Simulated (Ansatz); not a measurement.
GeH$_{5}$P$_{3}$

```
atom    x (Å)    y (Å)    z (Å)
  Ge  -0.0523  -0.5936  -1.0028
   P  -2.7493   0.8723  -1.5759
   P  -2.2134  -0.7458  -0.0002
   P  -0.8845   0.5571  -2.9218
   H  -2.1125   1.9209  -0.8187
   H  -2.6138  -1.7981  -0.9021
   H   0.8016   0.4065  -0.1685
   H   0.7602  -1.9105  -1.2205
   H  -1.4470  -0.6543  -3.4672
```

Geometry: BLYP-D3(BJ)/def2-SVP.

The calculation used Ansatz, isolated molecule in a Gaussian basis; Kohn-Sham density functional theory, functional PBE0.

### What will maps of the electron density and electron localisation function show?

P–P (2.32 Å): the density is about 0.67 e/Å³ at the midpoint; the ELF peaks at about 0.90 between the atoms; localised, covalent bonding.
Ge–P (2.39 Å): ρ at the midpoint is about 0.6 e/Å³; the ELF peaks at about 0.90 between the atoms (localised, covalent bonding).

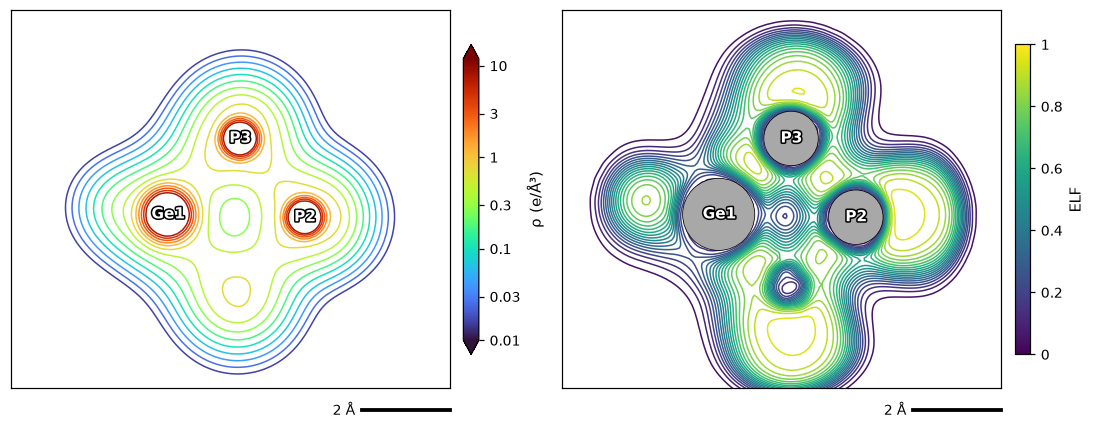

Computed electron density and electron localisation function on the plane of atoms Ge1, P3 and P2, in this order. Grey discs cover the atomic cores in the ELF map. 
